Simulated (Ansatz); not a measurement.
**BF3 (boron trifluoride): CCSDT/STO-3G**

Aim: the energy change on altering one bond length of BF3 (boron trifluoride) at CCSDT/STO-3G, from 2 runs. 

Program for the calculation: Ansatz 0.2.0.

35 further runs of the same task are left out: 2 that didn't finish, 33 set aside as unsound or not needed.

### Step 1. The system as given

The species is BF3 (4 atoms), meant as a singlet with charge 0. SMILES: `FB(F)F`. Geometry: relaxed at GFN2-xTB.

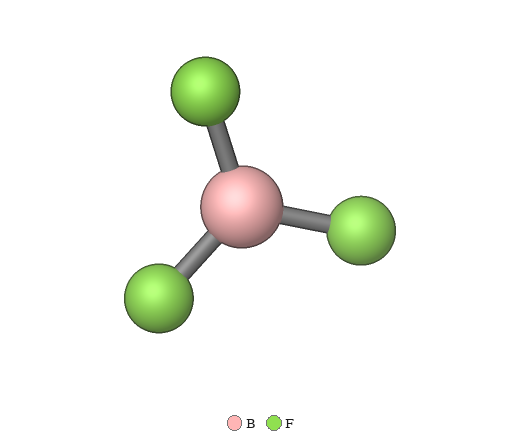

Viewed from a chosen angle; boron pink, fluorine green.

### Step 2. A single-point energy at CCSDT/STO-3G

molecule.yaml reads:

```yaml
crystal:
  periodic: [false, false, false]
  atoms:
    - symbol: B
      position_ang: [0.000110, 0.000040, -0.000210]
    - symbol: F
      position_ang: [1.300290, -0.027650, 0.013460]
    - symbol: F
      position_ang: [-0.626240, 1.139760, -0.017260]
    - symbol: F
      position_ang: [-0.674160, -1.112140, 0.004010]
basis:
  gaussian: {orbitals: STO-3G}
scf: {omitted_lower_state_checks: [cluster_reference, increment]}
accuracy: high
correlation: {method: ccsdt, frozen_orbitals: {B: 1, F: 1}}
```

Started as:

```bash
$ ansatz run molecule.yaml --threads 1 --pin off --max-ram 2610MiB --events-out events.jsonl --progress --plain --runs-dir runs
```

The program printed, cut to the lines that bear on the results:

```text
Warning: RAYON_NUM_THREADS=1 ignored (pool sized by the plan → 1); use --threads N
Functional definition: HF
  name "HF"
[...]
366 factors; integrals over basis functions are off by at most 3.2e-8 eV
[...]
mean field -8671.22618018 eV, -318.6616845535 hartree, gradient 7.9e-9 eV, S^2 0.000000; 0 other end points of the search recorded, 0 dependent functions left out
4 core orbitals not correlated: weight in the atoms' cores, before any rotation towards them, 1.000 or more for the frozen orbitals, at most 0.000 for the correlated occupied ones
reference -8671.22618018 eV, -318.6616845535 hartree; 12, 12 occupied and 4, 4 virtual orbitals, 366 factors
second order -2.57308570 eV of doubles, -0.00000000 eV of singles
cycle   1  -2.66306191 eV  change   -9.0e-2 eV  update   9.2e-2
[...]
cycle  20  -3.12710327 eV  change   -2.0e-9 eV  update   1.1e-9
Total energy: -8674.35328345 eV, -318.7766034791 hartree
Checks for a lower state left out: cluster_reference, increment
```

It took 0.49 s on 1 thread of Arm Neoverse V1, shared host.

### Step 3. The distorted shape

in.yaml reads:

```yaml
crystal:
  periodic: [false, false, false]
  atoms:
    - {symbol: B, position_ang: [0.168693, 0.278111, -0.001265]}
    - {symbol: F, position_ang: [1.468873, 0.250421, 0.012405]}
    - {symbol: F, position_ang: [-0.457657, 1.417831, -0.018315]}
    - {symbol: F, position_ang: [-0.674160, -1.112140, 0.004010]}
basis:
  gaussian: {orbitals: STO-3G}
correlation: {method: ccsdt, frozen_orbitals: {B: 1, F: 1}}
accuracy: high
scf: {omitted_lower_state_checks: [cluster_reference, increment]}
```

Started as:

```bash
$ ansatz run in.yaml --threads 1 --pin off --max-ram 2610MiB --events-out events.jsonl --progress --plain --runs-dir runs
```

The program printed, cut to the lines that bear on the results:

```text
Warning: RAYON_NUM_THREADS=1 ignored (pool sized by the plan → 1); use --threads N
[... 2 set-up lines as earlier in the session ...]
[...]
364 factors; integrals over basis functions are off by at most 4.8e-8 eV
[...]
mean field -8669.47462152 eV, -318.5973159601 hartree, gradient 2.1e-8 eV, S^2 0.000000; 0 other end points of the search recorded, 0 dependent functions left out
4 core orbitals not correlated: weight in the atoms' cores, before any rotation towards them, 1.000 or more for the frozen orbitals, at most 0.000 for the correlated occupied ones
reference -8669.47462152 eV, -318.5973159601 hartree; 12, 12 occupied and 4, 4 virtual orbitals, 364 factors
second order -2.82249296 eV of doubles, -0.00000000 eV of singles
cycle   1  -2.99159542 eV  change   -1.7e-1 eV  update   1.1e-1
[...]
cycle  25  -3.59948513 eV  change  -7.9e-10 eV  update   1.1e-9
Total energy: -8673.07410666 eV, -318.7295945989 hartree
Checks for a lower state left out: cluster_reference, increment
```

Run time: 0.57 s. Hardware: 1 thread of Arm Neoverse V1, shared host.

### Step 4. What came out

Level: CCSDT/STO-3G, 4 core orbitals frozen.

| quantity | value |
| --- | --- |
| first shape: total energy | -318.77660 Eh |
| first shape: correlation energy (4 core orbitals frozen) | -114.9 mEh |
| first shape: T1 diagnostic | 0.013 |
| distorted shape: total energy | -318.72959 Eh |
| distorted shape: correlation energy (4 core orbitals frozen) | -132.3 mEh |
| distorted shape: T1 diagnostic | 0.016 |
| energy change with the B1–F4 bond stretched from 1.301 to 1.626 Å | 1.279 eV |

What this shows: With the B1–F4 bond stretched from 1.301 to 1.626 Å the energy rises by 1.28 eV (123 kJ/mol). The first shape isn't relaxed at this level, so the change isn't measured from a minimum. The minimal basis adds a large error of its own.
